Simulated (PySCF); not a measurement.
Geometry relaxation, with input and output: C5H11BSi

C5H11BSi, SMILES B[C@@]1(C=C)[SiH2][C@H]1C, computed with B3LYP-D3(BJ)/def2-SVP geometry optimisation from the GFN2-xTB point and Hessian, gas phase (PySCF 2.14.0).

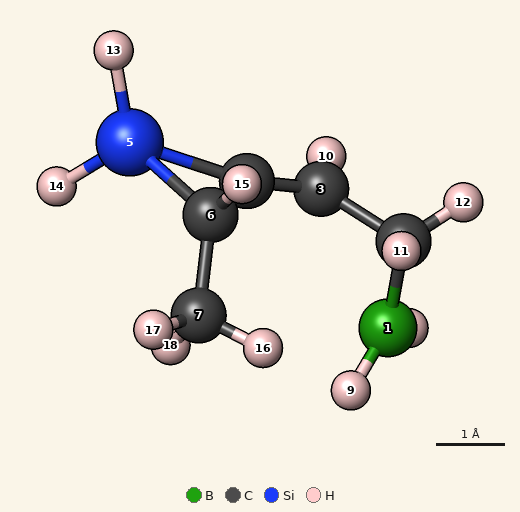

*The starting structure (ball-and-stick view, seen at a tilt; atoms are numbered from 1 in the order of the input).*

Bond lengths as drawn: B–C 1.57 Å, B–H 1.17 Å, C–C 1.32 to 1.51 Å, C–H 1.08 to 1.09 Å, C–Si 1.85 to 1.91 Å and H–Si 1.45 Å.

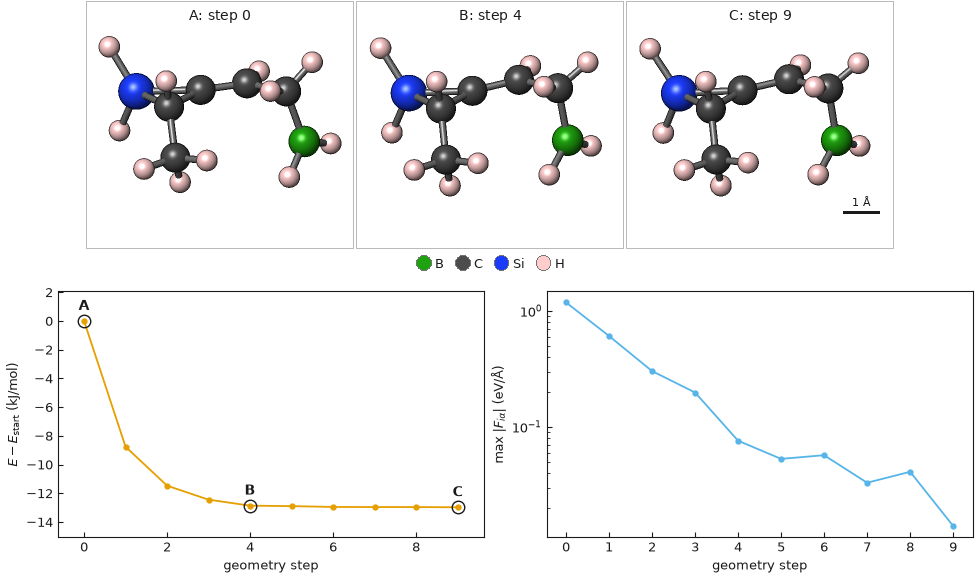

*Frames of the relaxation (ball-and-stick view, seen at a tilt) above the curves, on which the letters mark them (steps are counted from 0).*

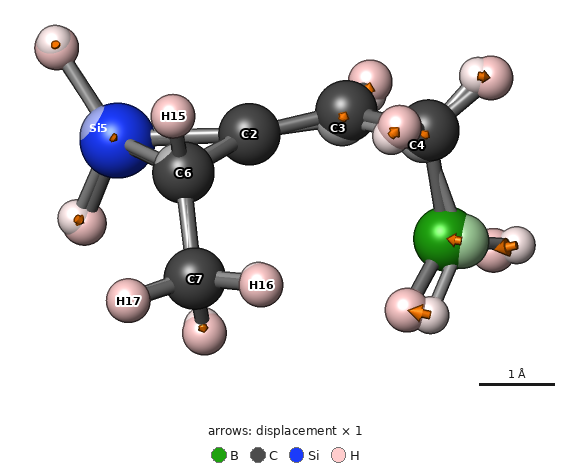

*Start (faint) and end (solid) with the displacements as orange arrows, at true length (ball-and-stick view, seen at a tilt). The two geometries are laid on each other by the best rigid fit.*

The largest move after the best rigid fit is that of H8, 0.34 Å. Largest moves by element: H 0.34 Å, B 0.21 Å, C 0.14 Å, Si 0.10 Å. Distances before and after: B1–H8 1.171 → 1.207 Å, B1–H9 1.169 → 1.204 Å, Si5–H13 1.453 → 1.484 Å, C2–C3 1.319 → 1.342 Å. Among the angles that change: B1–C4–C3 98.3° → 91.3°, Si5–C6–H15 117.4° → 114.0°, C2–C6–C7 118.2° → 121.2°. The energy falls by 13.0 kJ/mol in 9 geometry steps. Largest force component: 1.2 eV/Å at the start, 0.014 eV/Å at the end. (Atoms are counted from 1 in the order of the input.)

The input that produced these results follows, with the program's output.

**Input**
```
{"job": {"xc": "B3LYP", "basis": "def2-SVP", "kind": "refine"}, "charge": 0, "multiplicity": 1}
B      1.755843    -1.787401     0.424389
C      0.135345     0.838684    -0.535215
C      1.353354     0.391438    -0.296928
C      1.768526    -0.318917     0.973056
Si    -1.164103     1.644797    -1.583489
C     -1.208408     0.844792     0.147240
C     -1.873934    -0.485336     0.425485
H      2.669724    -2.185341    -0.189585
H      0.808545    -2.460915     0.551089
H      2.137307     0.524102    -1.033297
H      1.047452    -0.103587     1.759091
H      2.747178     0.053958     1.274710
H     -1.216015     3.093920    -1.672917
H     -1.721487     0.905061    -2.703279
H     -1.263390     1.511117     1.006022
H     -1.429534    -0.968747     1.295022
H     -2.937872    -0.349699     0.616989
H     -1.758192    -1.151160    -0.427021
```

The first line tells a small driver script what to run in PySCF; the rest is the geometry in Å.

Launch command:
```bash
OMP_NUM_THREADS=1 python <driver script> task.json out
```

**Output**
```
step      E/eV     max force
  0    -13910.33301   1.4559
  1    -13910.42375   0.7526
  2    -13910.45185   0.3803
  3    -13910.46195   0.2217
  4    -13910.46627   0.0895
  5    -13910.46661   0.0680
  6    -13910.46719   0.0608
  7    -13910.46729   0.0340
  8    -13910.46728   0.0506
  9    -13910.46744   0.0144
```

**Trajectory as extended XYZ (Å, eV, eV/Å), 10 frames, from step=0 to step=9**
```
18
Properties=species:S:1:pos:R:3:forces:R:3 step=0 energy=-13910.33301
B     1.7558   -1.7874    0.4244    0.0280   0.9350   0.4620
C     0.1353    0.8387   -0.5352   -1.1850   0.5600  -0.6340
C     1.3534    0.3914   -0.2969    0.7220  -0.3310   0.4740
C     1.7685   -0.3189    0.9731   -0.0850  -0.1070  -0.1210
Si   -1.1641    1.6448   -1.5835    0.4950  -0.4470   0.9550
C    -1.2084    0.8448    0.1472    0.2410  -0.2290  -0.3560
C    -1.8739   -0.4853    0.4255   -0.0140   0.2550  -0.0910
H     2.6697   -2.1853   -0.1896    0.7090  -0.3190  -0.5380
H     0.8085   -2.4609    0.5511   -0.7780  -0.5350   0.0950
H     2.1373    0.5241   -1.0333    0.2590   0.0880  -0.3900
H     1.0475   -0.1036    1.7591   -0.2820  -0.0460   0.2960
H     2.7472    0.0540    1.2747    0.4350   0.0080   0.0870
H    -1.2160    3.0939   -1.6729   -0.0230   0.5850  -0.1240
H    -1.7215    0.9051   -2.7033   -0.2490  -0.2500  -0.4710
H    -1.2634    1.5111    1.0060   -0.0380   0.4780   0.2560
H    -1.4295   -0.9687    1.2950    0.1830  -0.2550   0.3220
H    -2.9379   -0.3497    0.6170   -0.4170  -0.0170   0.0800
H    -1.7582   -1.1512   -0.4270   -0.0010  -0.3710  -0.3020
18
Properties=species:S:1:pos:R:3:forces:R:3 step=1 energy=-13910.42375
B     1.7210   -1.7534    0.4157    0.0670   0.4400   0.2240
C     0.1435    0.8216   -0.5433   -0.6080   0.2660  -0.3550
C     1.3781    0.4070   -0.2751    0.3390  -0.1060   0.2010
C     1.7899   -0.3003    0.9976   -0.0130  -0.0340  -0.0430
Si   -1.1529    1.6282   -1.5810    0.2770  -0.2800   0.5260
C    -1.2015    0.8192    0.1411    0.1290  -0.0470  -0.1640
C    -1.8821   -0.5054    0.4259   -0.0190   0.0940  -0.0550
H     2.6080   -2.1620   -0.2648    0.3050  -0.1320  -0.2620
H     0.7561   -2.4263    0.5710   -0.4090  -0.2460   0.0560
H     2.1646    0.5563   -1.0149    0.1330   0.0430  -0.1840
H     1.0790   -0.0796    1.7980   -0.1550  -0.0360   0.1590
H     2.7912    0.0359    1.2888    0.2170  -0.0300   0.0270
H    -1.1974    3.0900   -1.6958   -0.0040   0.3110  -0.0430
H    -1.7231    0.9021   -2.7212   -0.1200  -0.1510  -0.2480
H    -1.2583    1.5064    0.9932   -0.0110   0.2410   0.1090
H    -1.4288   -1.0021    1.2914    0.0940  -0.1360   0.1570
H    -2.9472   -0.3601    0.6351   -0.2150  -0.0050   0.0440
H    -1.7897   -1.1807   -0.4305   -0.0060  -0.1930  -0.1480
18
Properties=species:S:1:pos:R:3:forces:R:3 step=2 energy=-13910.45185
B     1.6946   -1.7270    0.4062    0.0800   0.2510   0.0670
C     0.1490    0.8051   -0.5452   -0.2500   0.1360  -0.1760
C     1.3967    0.4249   -0.2554    0.1150  -0.0440   0.0940
C     1.8099   -0.2855    1.0156    0.0440  -0.0340  -0.0430
Si   -1.1419    1.6082   -1.5823    0.1650  -0.1600   0.3030
C    -1.1985    0.8007    0.1369    0.0690  -0.0320  -0.0870
C    -1.8941   -0.5186    0.4242   -0.0200   0.0320  -0.0310
H     2.5467   -2.1347   -0.3389    0.0820  -0.0300  -0.0540
H     0.7210   -2.3946    0.5976   -0.2110  -0.1190   0.0210
H     2.1859    0.5902   -0.9933    0.0640   0.0220  -0.0960
H     1.1106   -0.0636    1.8296   -0.0740  -0.0320   0.0830
H     2.8284    0.0191    1.2950    0.0760  -0.0340  -0.0020
H    -1.1827    3.0770   -1.7038   -0.0030   0.1720  -0.0290
H    -1.7046    0.8801   -2.7340   -0.0730  -0.0870  -0.1390
H    -1.2543    1.5001    0.9833   -0.0070   0.1280   0.0580
H    -1.4310   -1.0308    1.2796    0.0420  -0.0720   0.0750
H    -2.9564   -0.3590    0.6550   -0.0950  -0.0080   0.0190
H    -1.8292   -1.1948   -0.4388   -0.0040  -0.0900  -0.0620
18
Properties=species:S:1:pos:R:3:forces:R:3 step=3 energy=-13910.46195
B     1.6569   -1.7005    0.3959    0.0190   0.1980   0.0980
C     0.1566    0.7976   -0.5445   -0.0680   0.0440  -0.0710
C     1.4120    0.4381   -0.2452    0.0320   0.0040   0.0310
C     1.8289   -0.2703    1.0260    0.0580  -0.0810  -0.0300
Si   -1.1364    1.5935   -1.5778    0.0830  -0.0820   0.1450
C    -1.1916    0.7846    0.1384    0.0370  -0.0050  -0.0420
C    -1.8912   -0.5353    0.4227   -0.0110   0.0160  -0.0080
H     2.4993   -2.1396   -0.3434    0.0650  -0.0130  -0.0530
H     0.6492   -2.3311    0.5692   -0.0920  -0.0260   0.0150
H     2.2011    0.6135   -0.9838    0.0200   0.0100  -0.0430
H     1.1431   -0.0371    1.8511   -0.0250  -0.0260   0.0230
H     2.8631    0.0029    1.2901   -0.0460  -0.0470  -0.0260
H    -1.1785    3.0667   -1.7055   -0.0030   0.0830  -0.0120
H    -1.6991    0.8637   -2.7347   -0.0340  -0.0480  -0.0680
H    -1.2499    1.4889    0.9831   -0.0030   0.0610   0.0300
H    -1.4324   -1.0513    1.2800    0.0210  -0.0350   0.0360
H    -2.9552   -0.3742    0.6499   -0.0570  -0.0010   0.0110
H    -1.8255   -1.2132   -0.4404    0.0020  -0.0510  -0.0360
18
Properties=species:S:1:pos:R:3:forces:R:3 step=4 energy=-13910.46627
B     1.6263   -1.6707    0.3669   -0.0380   0.0510   0.0100
C     0.1680    0.7941   -0.5367    0.0520  -0.0160   0.0110
C     1.4284    0.4512   -0.2278   -0.0180   0.0300   0.0050
C     1.8398   -0.2672    1.0399    0.0110  -0.0760  -0.0460
Si   -1.1250    1.5708   -1.5777   -0.0060   0.0070  -0.0120
C    -1.1835    0.7739    0.1417   -0.0110   0.0080   0.0160
C    -1.8894   -0.5431    0.4352    0.0000   0.0060  -0.0030
H     2.4581   -2.1175   -0.3876   -0.0090   0.0240   0.0290
H     0.5897   -2.2712    0.5157    0.0520   0.0340   0.0100
H     2.2192    0.6383   -0.9641   -0.0130  -0.0050   0.0100
H     1.1567   -0.0396    1.8697   -0.0020  -0.0080  -0.0020
H     2.8794   -0.0210    1.3036   -0.0270  -0.0260  -0.0210
H    -1.1811    3.0473   -1.7229    0.0010  -0.0120   0.0010
H    -1.6736    0.8227   -2.7361    0.0020   0.0000   0.0050
H    -1.2479    1.4926    0.9772    0.0020  -0.0160  -0.0180
H    -1.4439   -1.0508    1.3060    0.0090  -0.0010   0.0090
H    -2.9575   -0.3775    0.6458   -0.0080   0.0050   0.0010
H    -1.8135   -1.2355   -0.4175    0.0020  -0.0020  -0.0060
18
Properties=species:S:1:pos:R:3:forces:R:3 step=5 energy=-13910.46661
B     1.6240   -1.6719    0.3659   -0.0090  -0.0320  -0.0210
C     0.1692    0.8015   -0.5355    0.0390  -0.0140   0.0240
C     1.4293    0.4596   -0.2258   -0.0250  -0.0220  -0.0130
C     1.8363   -0.2727    1.0353    0.0340   0.0450   0.0380
Si   -1.1245    1.5717   -1.5788   -0.0260   0.0280  -0.0530
C    -1.1843    0.7757    0.1403   -0.0130   0.0110   0.0200
C    -1.8885   -0.5421    0.4365    0.0040  -0.0110   0.0050
H     2.4577   -2.1120   -0.3899   -0.0230   0.0050   0.0100
H     0.5960   -2.2803    0.5297    0.0180   0.0130  -0.0160
H     2.2206    0.6493   -0.9612   -0.0130  -0.0050   0.0210
H     1.1543   -0.0488    1.8679    0.0200   0.0020  -0.0150
H     2.8782   -0.0363    1.2997   -0.0330  -0.0040  -0.0070
H    -1.1876    3.0488   -1.7276   -0.0020  -0.0340   0.0060
H    -1.6672    0.8183   -2.7387    0.0140   0.0150   0.0260
H    -1.2522    1.4980    0.9728    0.0000  -0.0290  -0.0180
H    -1.4391   -1.0495    1.3066   -0.0080   0.0130  -0.0130
H    -2.9568   -0.3766    0.6507    0.0210  -0.0020  -0.0050
H    -1.8150   -1.2359   -0.4164    0.0020   0.0200   0.0140
18
Properties=species:S:1:pos:R:3:forces:R:3 step=6 energy=-13910.46719
B     1.6040   -1.6605    0.3441    0.0490   0.0130   0.0270
C     0.1734    0.8074   -0.5251   -0.0260  -0.0050  -0.0020
C     1.4319    0.4626   -0.2134    0.0260   0.0060   0.0070
C     1.8373   -0.2760    1.0438    0.0350  -0.0180  -0.0050
Si   -1.1186    1.5623   -1.5839   -0.0130   0.0060  -0.0130
C    -1.1850    0.7765    0.1402    0.0050   0.0060   0.0080
C    -1.8808   -0.5427    0.4465    0.0010  -0.0080   0.0020
H     2.4346   -2.0980   -0.4170   -0.0270   0.0140   0.0090
H     0.5702   -2.2595    0.4937   -0.0070   0.0100  -0.0040
H     2.2243    0.6552   -0.9461   -0.0050  -0.0030   0.0070
H     1.1605   -0.0527    1.8805    0.0100  -0.0100  -0.0170
H     2.8832   -0.0528    1.3057   -0.0570  -0.0110  -0.0180
H    -1.1976    3.0368   -1.7390    0.0010  -0.0150   0.0000
H    -1.6427    0.7961   -2.7430    0.0100   0.0120   0.0150
H    -1.2631    1.5054    0.9657    0.0000  -0.0110  -0.0160
H    -1.4349   -1.0352    1.3266   -0.0070   0.0050  -0.0110
H    -2.9518   -0.3829    0.6496    0.0070   0.0000  -0.0020
H    -1.7943   -1.2452   -0.3976   -0.0010   0.0100   0.0120
18
Properties=species:S:1:pos:R:3:forces:R:3 step=7 energy=-13910.46729
B     1.6140   -1.6593    0.3462   -0.0140  -0.0090  -0.0010
C     0.1715    0.7994   -0.5279    0.0270  -0.0060   0.0120
C     1.4312    0.4579   -0.2145   -0.0180   0.0180  -0.0110
C     1.8393   -0.2752    1.0447   -0.0330  -0.0070  -0.0040
Si   -1.1191    1.5614   -1.5835   -0.0020  -0.0030   0.0010
C    -1.1853    0.7743    0.1401   -0.0030  -0.0070  -0.0020
C    -1.8870   -0.5415    0.4469   -0.0010  -0.0020  -0.0040
H     2.4473   -2.0960   -0.4097    0.0060  -0.0040  -0.0090
H     0.5762   -2.2555    0.4834    0.0080   0.0080   0.0110
H     2.2231    0.6493   -0.9478    0.0010   0.0040   0.0000
H     1.1593   -0.0557    1.8788   -0.0030   0.0010   0.0010
H     2.8804   -0.0438    1.3071    0.0280   0.0010   0.0050
H    -1.1901    3.0356   -1.7368    0.0010   0.0020  -0.0010
H    -1.6482    0.8002   -2.7419   -0.0010  -0.0020  -0.0010
H    -1.2583    1.5023    0.9659    0.0000   0.0030   0.0030
H    -1.4409   -1.0371    1.3248   -0.0020   0.0000  -0.0030
H    -2.9563   -0.3762    0.6536    0.0060  -0.0010  -0.0020
H    -1.8068   -1.2433   -0.3980   -0.0010   0.0030   0.0060
18
Properties=species:S:1:pos:R:3:forces:R:3 step=8 energy=-13910.46728
B     1.6075   -1.6615    0.3522    0.0070  -0.0130  -0.0410
C     0.1723    0.8035   -0.5263    0.0140   0.0010   0.0010
C     1.4323    0.4623   -0.2150   -0.0170  -0.0010  -0.0040
C     1.8418   -0.2743    1.0419    0.0010   0.0030   0.0030
Si   -1.1194    1.5640   -1.5821    0.0070  -0.0080   0.0060
C    -1.1852    0.7733    0.1398    0.0020  -0.0030  -0.0040
C    -1.8835   -0.5448    0.4431   -0.0010   0.0060   0.0030
H     2.4284   -2.1014   -0.4193   -0.0280   0.0160   0.0390
H     0.5716   -2.2562    0.5107    0.0150   0.0020  -0.0030
H     2.2235    0.6557   -0.9483    0.0000   0.0000  -0.0020
H     1.1669   -0.0501    1.8793    0.0050  -0.0020   0.0010
H     2.8861   -0.0474    1.2991    0.0050  -0.0010   0.0040
H    -1.1944    3.0378   -1.7333   -0.0010   0.0100   0.0010
H    -1.6443    0.8039   -2.7428   -0.0030  -0.0060  -0.0060
H    -1.2619    1.4997    0.9664   -0.0010   0.0090   0.0080
H    -1.4424   -1.0376    1.3247    0.0030  -0.0030   0.0030
H    -2.9546   -0.3835    0.6414   -0.0080   0.0000   0.0020
H    -1.7941   -1.2465   -0.4001    0.0000  -0.0100  -0.0100
18
Properties=species:S:1:pos:R:3:forces:R:3 step=9 energy=-13910.46744
B     1.6060   -1.6604    0.3458    0.0020   0.0040   0.0090
C     0.1731    0.8061   -0.5241   -0.0060   0.0010  -0.0040
C     1.4326    0.4641   -0.2128    0.0060  -0.0060   0.0020
C     1.8407   -0.2762    1.0424    0.0110   0.0000   0.0010
Si   -1.1184    1.5618   -1.5833    0.0000   0.0020  -0.0030
C    -1.1855    0.7745    0.1401    0.0000   0.0040   0.0040
C    -1.8833   -0.5434    0.4462    0.0010  -0.0020   0.0010
H     2.4319   -2.0995   -0.4174   -0.0040   0.0010  -0.0030
H     0.5694   -2.2546    0.4970    0.0030   0.0030  -0.0030
H     2.2243    0.6589   -0.9456   -0.0030  -0.0020   0.0030
H     1.1656   -0.0545    1.8802    0.0020  -0.0010  -0.0020
H     2.8858   -0.0527    1.3018   -0.0140  -0.0010  -0.0030
H    -1.1979    3.0358   -1.7374    0.0000  -0.0030   0.0010
H    -1.6391    0.7970   -2.7437    0.0020   0.0030   0.0040
H    -1.2643    1.5038    0.9646    0.0000  -0.0050  -0.0050
H    -1.4403   -1.0355    1.3275   -0.0010   0.0010  -0.0010
H    -2.9542   -0.3818    0.6467    0.0010   0.0000   0.0000
H    -1.7960   -1.2467   -0.3966    0.0000   0.0020   0.0010
```

**Key numbers**

| quantity | value |
| --- | --- |
| outcome | converged |
| total energy | −511.200254 hartree |
| hardware | 1 CPU thread, shared host |
| wall time | 4.6 min |
| peak memory | 0.63 GiB |
